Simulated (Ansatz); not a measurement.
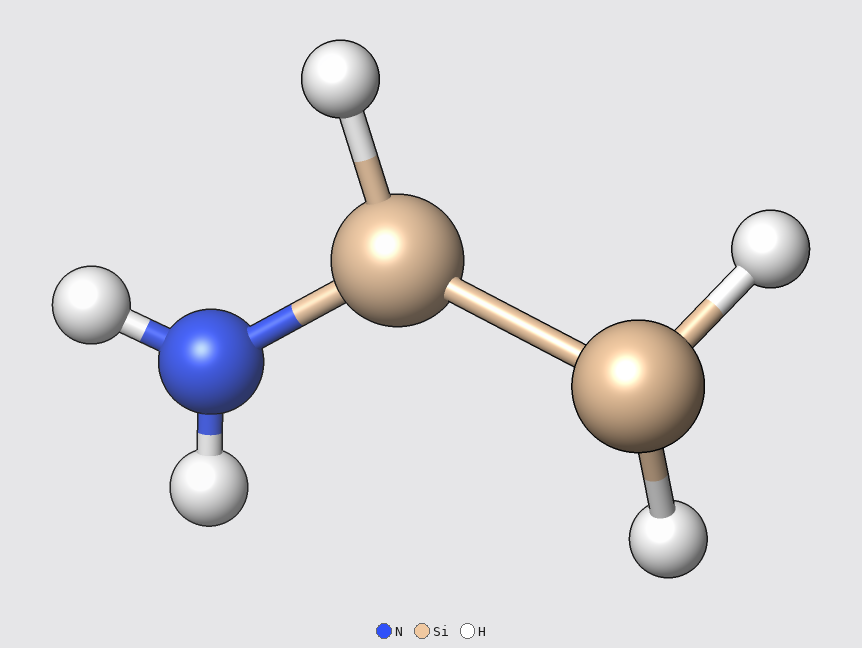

Starting geometry of the run.

Ansatz 0.2.0 input:

```yaml
crystal:
  periodic: [false, false, false]
  atoms:
    - {symbol: N, position_ang: [0.870058, -1.160684, 0.561279]}
    - {symbol: Si, position_ang: [0.312069, 0.401239, 0.230955]}
    - {symbol: Si, position_ang: [-1.019801, 1.033204, -1.434397]}
    - {symbol: H, position_ang: [-2.091409, -0.019507, -1.427329]}
    - {symbol: H, position_ang: [-1.636113, 2.241349, -0.788556]}
    - {symbol: H, position_ang: [1.331721, 1.303041, 0.836364]}
    - {symbol: H, position_ang: [1.736148, -1.359504, 1.032968]}
    - {symbol: H, position_ang: [0.374867, -1.989452, 0.277182]}
basis:
  gaussian: {orbitals: def2-TZVPP}
correlation: {method: ccsd_t}
```

It was started with:

```sh
ansatz run in.yaml --threads 2 --pin off --events-out ev --progress --plain --max-ram 4352MiB
```

What the program printed:

```
Functional definition: HF
  name "HF"
  cite "Fock, Z. Phys. 61, 126 (1930) doi:10.1007/BF01340294"
  parent pbe
  exchange = exact_x
  correlation = 0
1060 factors; integrals over basis functions are off by at most 1.2e-3 eV
mean field evaluation 1: about -17282.6054 eV, gradient 3.3e1 eV
mean field evaluation 2: about -17282.8039 eV, gradient 3.3e1 eV
mean field evaluation 4: about -17285.3416 eV, gradient 3.2e0 eV
mean field evaluation 8: about -17285.3957 eV, gradient 2.0e-1 eV
mean field evaluation 16: about -17285.3960 eV, gradient 2.7e-6 eV
mean field -17285.39603995 eV, -635.2265880058 hartree, gradient 2.7e-6 eV, S^2 0.000000; 0 other end points of the search recorded, 0 dependent functions left out; unrestricted orbitals would lower it
11 core orbitals not correlated: weight in the atoms' cores, before any rotation towards them, 1.000 or more for the frozen orbitals, at most 0.000 for the correlated occupied ones
reference -17285.39603995 eV, -635.2265880058 hartree; 9, 9 occupied and 165, 165 virtual orbitals, 1060 factors
second order -12.46678049 eV of doubles, -0.00000000 eV of singles
cycle   1  -13.12736258 eV  change   -6.6e-1 eV  update   9.7e-2
cycle   2  -13.52769806 eV  change   -4.0e-1 eV  update   3.4e-2
cycle   3  -13.61630879 eV  change   -8.9e-2 eV  update   1.9e-2
cycle   4  -13.60493519 eV  change    1.1e-2 eV  update   6.8e-3
cycle   5  -13.60362207 eV  change    1.3e-3 eV  update   3.2e-3
cycle   6  -13.60333115 eV  change    2.9e-4 eV  update   1.2e-3
cycle   7  -13.60310191 eV  change    2.3e-4 eV  update   4.5e-4
cycle   8  -13.60332834 eV  change   -2.3e-4 eV  update   2.1e-4
cycle   9  -13.60337106 eV  change   -4.3e-5 eV  update   6.5e-5
cycle  10  -13.60332790 eV  change    4.3e-5 eV  update   3.0e-5
cycle  11  -13.60334448 eV  change   -1.7e-5 eV  update   1.0e-5
cycle  12  -13.60334797 eV  change   -3.5e-6 eV  update   3.5e-6
perturbative correction -0.60300409 eV, -0.0221599916 hartree
Total energy: -17299.60239201 eV, -635.7486618146 hartree
```
